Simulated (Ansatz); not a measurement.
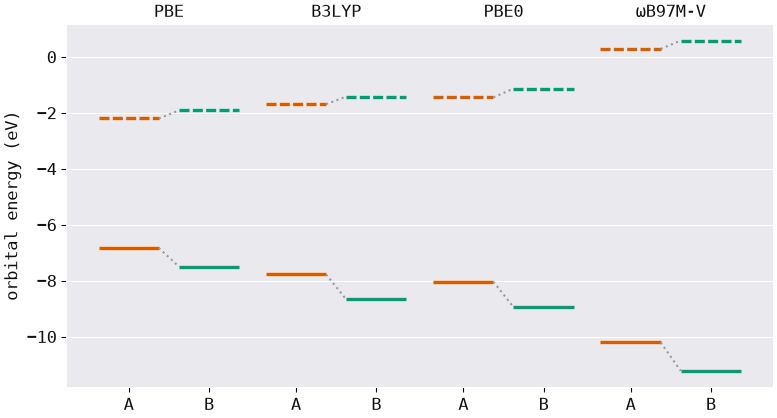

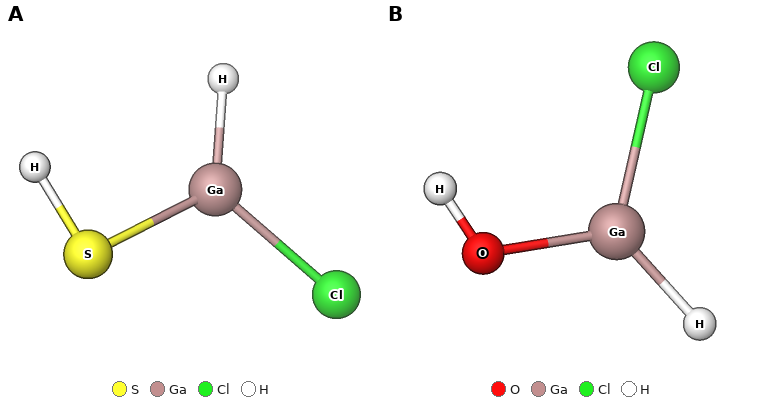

One change: A, GaH₂SCl (SMILES [SH][GaH][Cl]), becomes B, GaH₂OCl (SMILES [OH][GaH][Cl]). SH on Ga is replaced by OH. HOMO (solid) and LUMO (dashed) computed in def2-TZVPP at PBE0-D4/def2-TZVP geometries, both minima by their frequencies, gas phase, the Ansatz code 0.2.0. Empty levels above zero depend strongly on the basis.

> What does the change do to HOMO and LUMO?

PBE: the HOMO falls by 0.67 eV, the LUMO rises by 0.29 eV, and the separation goes from 4.63 to 5.58 eV. B3LYP: the HOMO falls by 0.89 eV, the LUMO rises by 0.27 eV, and the separation goes from 6.09 to 7.25 eV. PBE0: the HOMO falls by 0.91 eV, the LUMO rises by 0.31 eV, and the separation goes from 6.59 to 7.81 eV. ωB97M-V: the HOMO falls by 1.02 eV, the LUMO rises by 0.30 eV, and the separation goes from 10.50 to 11.81 eV.

> Do the functionals agree on the effect?

They agree on the direction for both levels; the HOMO shift lies between −1.02 and −0.67 eV and the LUMO shift between 0.27 and 0.31 eV, while the separations themselves differ by up to 6.2 eV between functionals.
